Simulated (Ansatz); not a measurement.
AlGeNH6: phonon calculation

- system: AlGeNH6, SMILES [NH2][AlH][GeH3]
- method: RHF/def2-SVP (Ansatz 0.2.0)

It belongs to a series of runs on one base structure; here: vibrations at the highest image of the band. Figures and captions count atoms from 1; the log counts them from 0 in places.

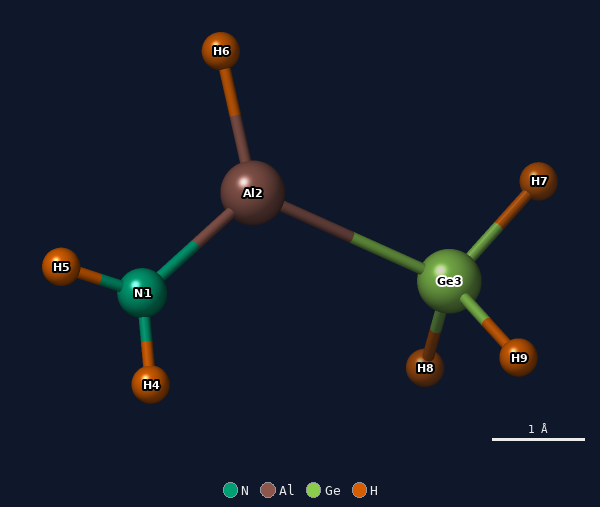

Figure 1. The structure as given in the input (ball-and-stick view, seen at a tilt; atoms are numbered from 1 in the order of the input). Sticks mark near contacts. Bond lengths as drawn: Al–Ge 2.51 Å, Al–H 1.58 Å, Al–N 1.77 Å, Ge–H 1.54 Å and H–N 1.00 Å.

**Key numbers**

```csv
quantity,value
outcome,converged
total energy,−64623.6202 eV
mean-field energy,−64623.6202 eV
largest force (length of the vector),0.039 eV/Å
hardware,"1 thread of Intel Xeon (Sapphire Rapids), 64 GiB of memory available, shared host"
wall time,82 s
peak memory,0.2 GiB
```

**The input**
```yaml
crystal:
  periodic: [false, false, false]
  atoms:
    - { symbol: "N", position_ang: [-1.301835, 0.993849, -1.185306] }
    - { symbol: Al, position_ang: [0.200192, 0.935628, -0.254786] }
    - { symbol: Ge, position_ang: [0.794672, -1.179532, 0.963331] }
    - { symbol: H, position_ang: [-1.961596, 0.245584, -1.275362] }
    - { symbol: H, position_ang: [-1.621656, 1.78746, -1.706766] }
    - { symbol: H, position_ang: [1.107282, 2.231044, -0.251321] }
    - { symbol: H, position_ang: [2.086644, -1.040885, 1.790455] }
    - { symbol: H, position_ang: [1.013406, -2.350696, -0.015961] }
    - { symbol: H, position_ang: [-0.317108, -1.622442, 1.935716] }
basis:
  gaussian: { orbitals: def2-SVP }
hamiltonian:
  xc: hf
phonons: {}
```

Launched with:
```bash
ansatz run input.yaml --threads 1 --pin off --max-ram 2048MiB --backend cpu --events-out ev --progress --plain --runs-dir out
```

**Log**
```
Engine: ansatz 0.2.0, x86_64-unknown-linux-gnu
Functional definition: HF
  exchange = exact_x
  correlation = 0
1000 factors; integrals over basis functions are off by at most 3.9e-4 eV
mean field evaluation 1: about -64620.7416 eV, gradient 3.4e1 eV
mean field evaluation 2: about -64620.7753 eV, gradient 3.4e1 eV
mean field evaluation 4: about -64623.5835 eV, gradient 2.6e0 eV
mean field evaluation 8: about -64623.6202 eV, gradient 9.4e-2 eV
mean field -64623.62024330 eV, -2374.8742404783 hartree, gradient 1.2e-5 eV, S^2 0.000000; 0 other end points of the search recorded, 0 dependent functions left out
the calculation of the forces begins
reference -64623.62024330 eV, -2374.8742404783 hartree; 29, 29 occupied and 65, 65 virtual orbitals, 1000 factors
these checks for a lower state are left out or cut short: stability, starts, cluster_reference, orbital_swaps, neighbouring_geometries, increment
1000 factors; integrals over basis functions are off by at most 3.9e-4 eV
mean field evaluation 16: about -64623.6201 eV, gradient 2.7e-4 eV
mean field -64623.62010131 eV, -2374.8742352601 hartree, gradient 1.9e-6 eV, S^2 0.000000; 0 other end points of the search recorded, 0 dependent functions left out
[... from here on the field's lines of each further geometry are left out, up to the last ...]
the calculation of the forces begins
reference -64623.62020784 eV, -2374.8742391753 hartree; 29, 29 occupied and 65, 65 virtual orbitals, 1000 factors
these checks for a lower state are left out or cut short: stability, starts, cluster_reference, orbital_swaps, neighbouring_geometries, increment
1000 factors; integrals over basis functions are off by at most 3.9e-4 eV
mean field -64623.62022778 eV, -2374.8742399080 hartree, gradient 2.7e-6 eV, S^2 0.000000; 0 other end points of the search recorded, 0 dependent functions left out
the calculation of the forces begins
reference -64623.62022778 eV, -2374.8742399080 hartree; 29, 29 occupied and 65, 65 virtual orbitals, 1000 factors
WARN: phonons: modes at or below zero, which the zero-point energy, F, S and C_V leave out: 1, the lowest at -42.94 cm⁻¹. A minimum has none, and a first-order saddle one
Total energy: -64623.62024330 eV, -2374.8742404783 hartree
Atom 0 at    -1.301835     0.993849    -1.185306 Å, force     0.009501    -0.017213     0.015396 eV/Å
Atom 1 at     0.200192     0.935628    -0.254786 Å, force     0.028215     0.018358     0.001037 eV/Å
Atom 2 at     0.794672    -1.179532     0.963331 Å, force     0.011537    -0.003062     0.003465 eV/Å
Atom 3 at    -1.961596     0.245584    -1.275362 Å, force    -0.029731    -0.017314    -0.006477 eV/Å
Atom 4 at    -1.621656     1.787460    -1.706766 Å, force    -0.009131     0.032173    -0.020071 eV/Å
Atom 5 at     1.107282     2.231044    -0.251321 Å, force    -0.005780    -0.009088     0.007101 eV/Å
Atom 6 at     2.086644    -1.040885     1.790455 Å, force    -0.005748     0.000452    -0.001722 eV/Å
Atom 7 at     1.013406    -2.350696    -0.015961 Å, force     0.000247    -0.006024     0.005267 eV/Å
Atom 8 at    -0.317108    -1.622442     1.935716 Å, force     0.000891     0.001717    -0.003997 eV/Å
Dipole moment:    -0.276564     0.135323    -0.215062 e Å
Vibrations: -42.94 134.68 304.92 322.33 443.84 453.05 532.43 553.75 610.75 786.16 852.53 900.42 966.80 966.98 1671.08 2006.98 2188.54 2194.70 2214.17 3795.31 3881.37 cm⁻¹, zero-point energy 1.598205 eV
```

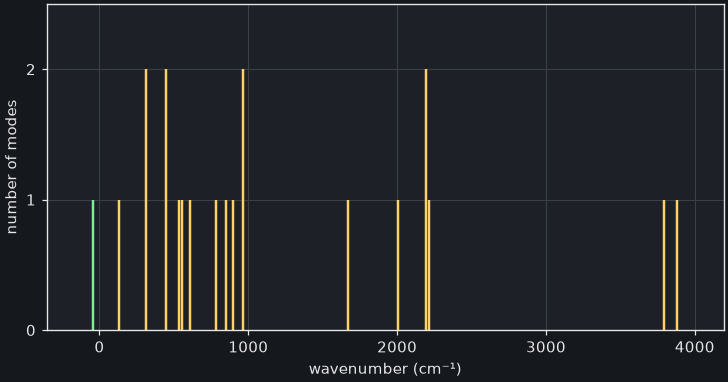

Figure 2. Harmonic vibrational wavenumbers from the force constants; neighbouring modes closer than 18 cm⁻¹ are counted in one stick, and imaginary ones are drawn at negative wavenumbers. 21 modes from 41i to 3881 cm⁻¹, 1 imaginary beyond 8i (41i cm⁻¹): not a clean minimum; so soft a mode can be a shallow saddle, an incomplete relaxation or noise of the force constants.
